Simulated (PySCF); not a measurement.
SMILES F[Si](F)(F)O[Si](F)(F)F at its CAM-B3LYP/def2-SVP optimised geometry (Å):

```
9

F     -1.1202    -3.7776    -2.6364
Si    -1.6612    -2.2870    -2.6011
F     -1.1943    -1.5397    -3.9200
F     -3.2467    -2.3191    -2.5666
O     -1.0920    -1.5232    -1.3010
Si    -0.5369    -0.7506     0.0000
F     -1.0472    -1.4663     1.3204
F     -1.0492     0.7506     0.0000
F      1.0492    -0.7506     0.0000
```

Method: CAM-B3LYP/def2-TZVP in PySCF. Cells within 0.4 Å of a nucleus heavier than hydrogen are left out (blank, or x).

Map of the electron localisation function on the plane z = 0.0 Å:

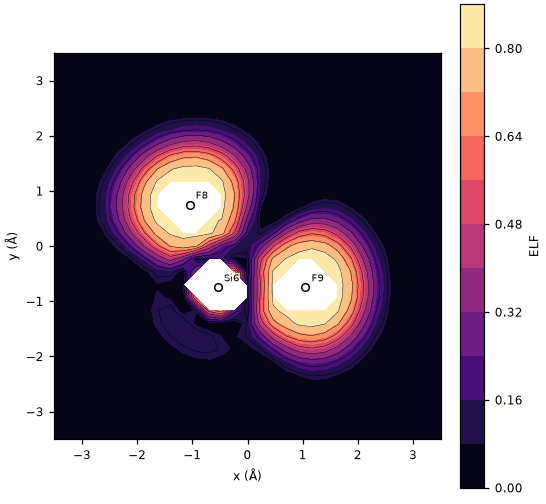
Figure. Electron localisation function on the plane z = 0.0 Å.
